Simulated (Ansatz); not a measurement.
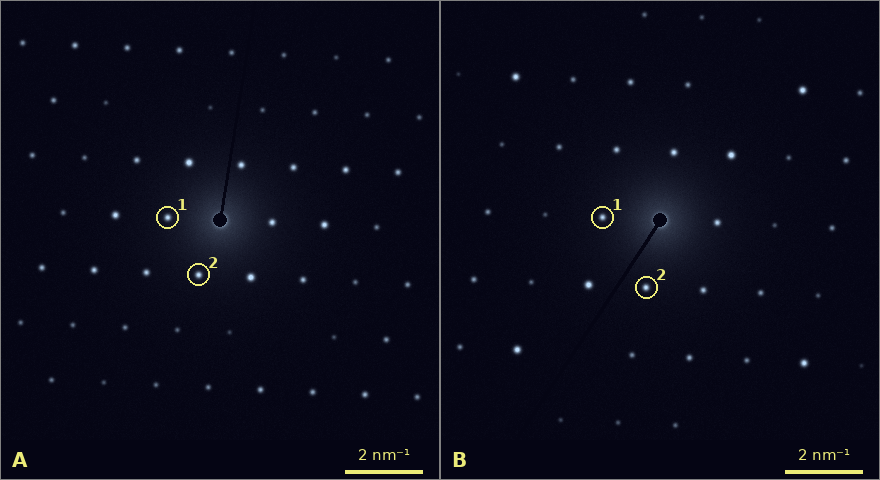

Kinematic electron diffraction patterns (300 kV, B = 0.5 Å², same scale) along [110] of the run's own cell, for the start and the end of one relaxation of YCl4F with Ansatz, DFT, PAW plane waves, pbe+U. k mesh 3×3×3. The start is a generated model structure, and the relaxation ends in the nearest stationary point of its symmetry, not necessarily the ground state. Spot 1 is 0 0 -1 and spot 2 is -1 1 0 in both.

Start structure:

```
CELL_PARAMETERS angstrom
8.23005 0.00000 0.00000
-2.19420 5.64529 0.00000
-1.70006 -0.14052 6.66816
ATOMIC_POSITIONS crystal
F 0.78270 0.13530 0.24670
F 0.21730 0.86470 0.75330
Cl 0.52990 0.08070 0.26460
Cl 0.47010 0.91930 0.73540
Cl 0.08230 0.11620 0.34750
Cl 0.91770 0.88380 0.65250
Y 0.70670 0.30790 0.96850
Y 0.29330 0.69210 0.03150
Cl 0.71350 0.45020 0.44780
Cl 0.28650 0.54980 0.55220
Cl 0.89630 0.75070 0.15640
Cl 0.10370 0.24930 0.84360
```

**Which pattern belongs to the start structure, and which to the relaxed one?**

B is the start: its cell gives d(1) = 6.668 Å, d(2) = 5.552 Å and an angle of 81.0°. A is the relaxed structure, with d(1) = 7.323 Å (+9.8 %), d(2) = 6.497 Å (+17.0 %) and 71.5°.

**Name reflections whose intensity changes strongly on relaxation.**

2 -2 -2 fades out of sight; 2 -2 1 comes into sight; 2 -2 -3 goes from 73 to 1.7 % of the strongest spot; 0 0 2 goes from 1.9 to 66 % of the strongest spot; 2 -2 2 goes from 88 to 5 % of the strongest spot.

**Summarise the relaxation behind the change.**

The volume changed by +32.4 % to 34.19 Å³ an atom; with the mean shift removed, the atoms moved by up to 1.98 Å relative to the cell (Cl most); the space group stayed P-1 (No. 2); the free energy fell by 1000 meV an atom. Relaxed cell: a = 9.410 Å, b = 7.066 Å, c = 7.724 Å, α = 71.93°, β = 103.03°, γ = 122.59°.
